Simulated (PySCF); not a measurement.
Molecule: CH7InO3, singlet. Atoms near the plane z = 1.0 Å, at the PBE0/def2-SVP optimised geometry (x, y, z in Å): In1 (-1.1, -1.6, 0.0), O3 (1.0, -1.6, 0.0), H4 (1.4, -2.1, 0.8), O5 (-1.6, -1.7, 1.9), H6 (-2.5, -1.8, 2.1), C7 (-0.5, 1.4, 1.1), O8 (-0.3, 0.6, 0.0), H9 (-0.8, 0.8, 2.0), H10 (-1.4, 2.1, 0.9), H11 (0.4, 2.0, 1.3), H12 (0.6, 0.1, 0.1).

Calculation: PBE0/def2-TZVP, def2 effective core potentials past Kr (PySCF). The core electrons that the potentials of In replace are not part of the density. Cells within 0.4 Å of a nucleus heavier than hydrogen are left out (blank, or x). The values are rescaled to run from 0 to 1.

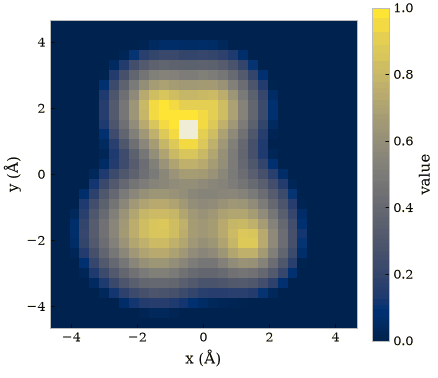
Figure. a field on the plane z = 1.0 Å.

**Question.** Which quantity is mapped?
A. deformation density (molecule minus spherical neutral atoms)
B. electrostatic potential
C. electron localisation function
D. log10 of the electron density

**Answer.** D, log10 of the electron density. In full: log10 of the electron density (e/bohr³), floored at −4.
